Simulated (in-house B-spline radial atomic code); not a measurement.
## Kr⁸⁺: RPA and GW calculation

System: Kr⁸⁺, configuration [Ar] 3d10.
Method: RPA, second-order and SOSEX correlation energies and G0W0 (contour deformation) on a scalar-relativistic (spin-free one-electron X2C) mean field, all electrons, B-spline basis (in-house B-spline radial atomic code).

**Input file**
```
Z = 36
electrons = 28.0
configuration = [Ar] 3d10
hamiltonian = x2c
method = slater
lmax = 9
rms_radius = 4.1884
spin_polarised = False
box_radius = 7.7
intervals = 97
```

Launched within a batch (the task file carries these settings):
```bash
python <driver script> task.json out
```

The program writes its results to a structured record and prints no log; tables and figures of this report are taken from that record.

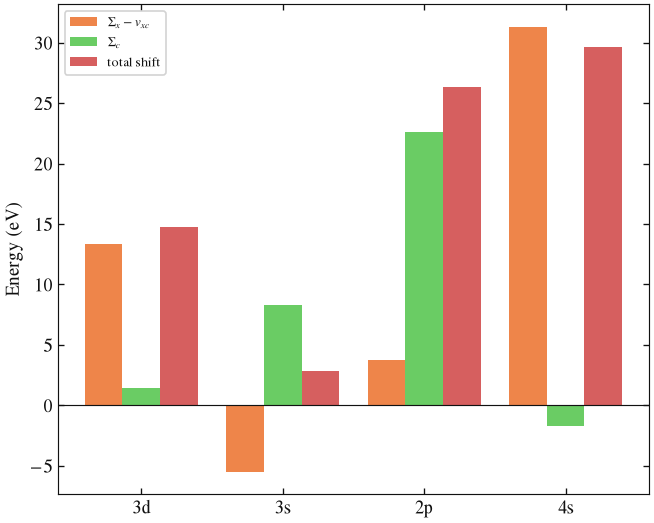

*Parts of the G₀W₀ correction to each level for Kr⁸⁺ ([Ar] 3d¹⁰). All-electron spherical atom, scalar X2C, Slater potential start, no spin-orbit coupling, Breit or QED terms; computed with a B-spline radial code. The quasi-particle equation is solved at full frequency; levels of low quasi-particle weight Z are left out. Σ columns are in eV, and Σc holds an estimate for the angular momenta beyond the basis.*

G₀W₀ moves the highest occupied level, 3d, from −243.36 to −228.57 eV (renormalisation factor Z = 0.98). The empty level 4s goes from −153.66 to −124.04 eV.

| Level | Mean field (eV) | Σx − vxc (eV) | Σc (eV) | Z | G₀W₀ (eV) |
| --- | --- | --- | --- | --- | --- |
| 3d | −243.36 | 13.32 | 1.46 | 0.98 | −228.57 |
| 3s | −427.31 | −5.48 | 8.30 | 0.88 | −424.49 |
| 2p | −1850.97 | 3.78 | 22.59 | 0.92 | −1824.60 |
| 4s | −153.66 | 31.33 | −1.70 | 0.99 | −124.04 |

**Summary**

- outcome: converged
- mean-field total energy: −2769.95575 hartree
- total energy with exact exchange alone: −2769.95575 hartree
- exact exchange energy: −92.89834 hartree
- RPA correlation, extrapolated in the angular momentum of the empty orbitals: −2.15401 hartree
- RPA correlation, as summed: −2.12583 hartree
- direct second-order term: −2.40452 hartree
- second-order exchange term: 0.70010 hartree
- SOSEX term: 0.65785 hartree
- hardware: 1 thread of Arm Neoverse N1, 98 GiB of memory available, shared host
- wall time: 6.2 s

**Notes**

To bear in mind: spin-orbit coupling, Breit and QED terms are absent.
